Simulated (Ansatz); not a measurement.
# GaMo4S8, pressure series

Consider GaMo4S8 (space group F-43m, No. 216; a = 9.665 Å).

Cell and atoms are relaxed at each pressure.

Level of theory: Kohn–Sham DFT with the PBEsol functional, run in Ansatz (an electronic-structure program) with PAW and 420 eV plane waves, no spin-orbit coupling.

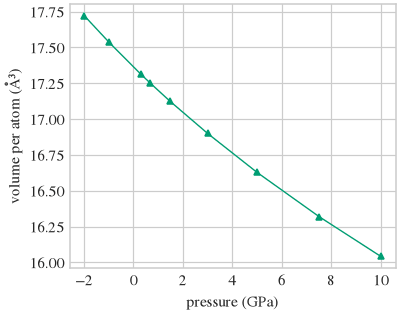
*Volume against pressure*

Task: Estimate the zero-pressure bulk modulus from the plot.

Result: About 100 GPa; a third-order Birch–Murnaghan fit to the points gives V₀ = 17.36 Å³/atom, B₀ = 103 GPa and B₀′ = 5.1.

Load acts through the strain it causes; cell and atoms are relaxed under it. Whether these cells are dynamically stable was not tested. Competing high-pressure phases were not computed. All final runs are without spin polarisation. An odd electron count without spin: GaMo4S8.
